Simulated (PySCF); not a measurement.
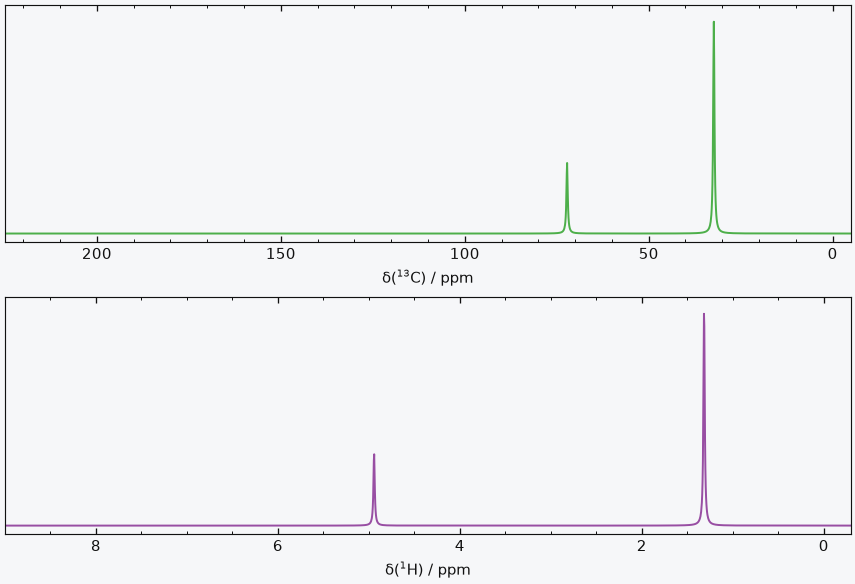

GIAO shifts, PBE0/pcSseg-1 with PySCF 2.14.0, at a GFN2-xTB geometry (no frequency check), against TMS for ¹³C and TMS for ¹H computed at the same level. Gas phase, fully decoupled, line heights follow the number of nuclei, widths are arbitrary (no quadrupolar broadening); values of one conformer, averaged over nuclei that symmetry or rotation about single bonds exchange, these motions taken as fast.

**Which molecule was computed?**
A. C₄H₁₂OSi, SMILES CC(C)(C)O[SiH3]
B. C₅H₁₂O (neopentyl alcohol), SMILES CC(C)(C)CO

Option A. Its ¹³C signals: 72.2 (1 C), 32.3 (3 C) ppm. Its ¹H signals: 4.94 (3 H), 1.32 (9 H) ppm.

Note: the tight-binding geometry is rougher than a DFT one and adds to the error.
